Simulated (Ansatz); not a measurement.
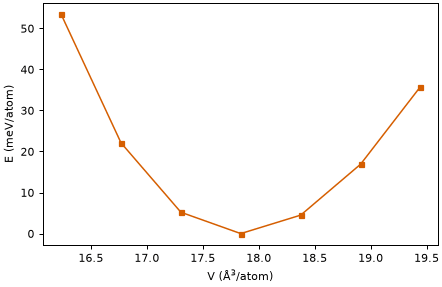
Figure: Ag (A15 (β-W type), Pm-3n) under volume change, DFT-r²SCAN in the program Ansatz with PAW potentials, scaled uniformly.

Task: What does a third-order Birch–Murnaghan fit give for V₀, B₀ and B′?

Result: V₀ = 17.84 Å³/atom, B₀ = 96.1 GPa, B′ = 5.7.

The start of the workflow was typed in or built on a structure type; neither database checked (COD, Materials Project) lists it. It is not the phase usual at ambient conditions (space group No. 225). The r²SCAN relaxation kept the symmetry of its start. At this level the phase is mechanically unstable. No spin polarisation was allowed.

Potentials: the later of the program's two PAW sets.
